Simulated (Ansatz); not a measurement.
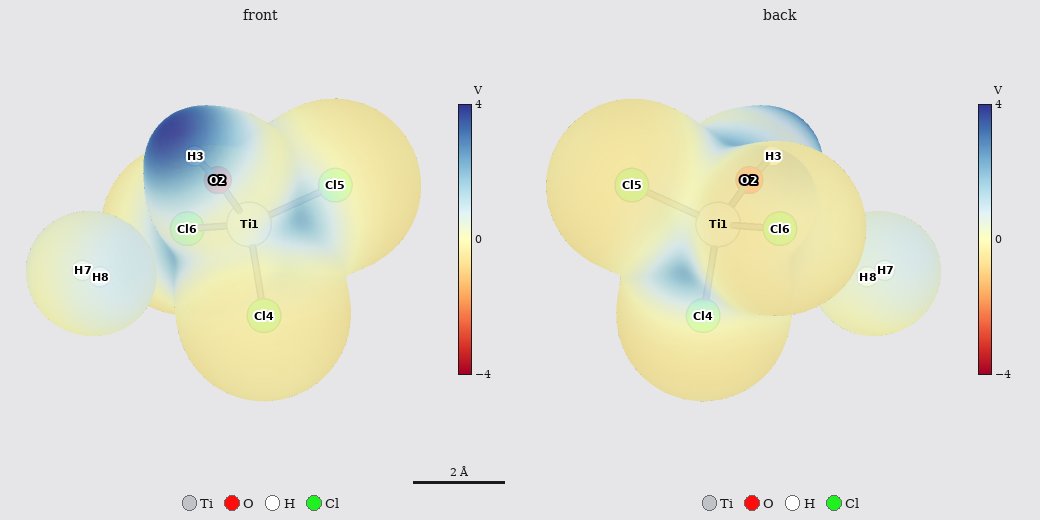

Figure. Cl$_{3}$HOTi···H$_{2}$. The electrostatic potential painted on the density surface at 0.002 e/bohr³, seen from the front and from behind; red is negative and blue positive.

All numbers below come from Ansatz, RHF/def2-SVP.

| atom | x (Å) | y (Å) | z (Å) |
| --- | --- | --- | --- |
| Ti | -0.3222 | 0.3924 | -0.1595 |
| O | -0.4519 | 0.3035 | 1.5379 |
| H | -0.5636 | 0.1069 | 2.4565 |
| Cl | 1.7901 | 0.5603 | -0.7318 |
| Cl | -1.4268 | 2.1447 | -0.8859 |
| Cl | -1.1769 | -1.4274 | -1.0394 |
| H | 1.3127 | -2.8398 | 1.6525 |
| H | 1.7719 | -2.3168 | 1.9232 |

Where is the surface potential most negative and most positive?

The most negative region (about −0.5 V) lies over Cl4, Cl5 and Cl6, the most positive (about +3.7 V) over H3.
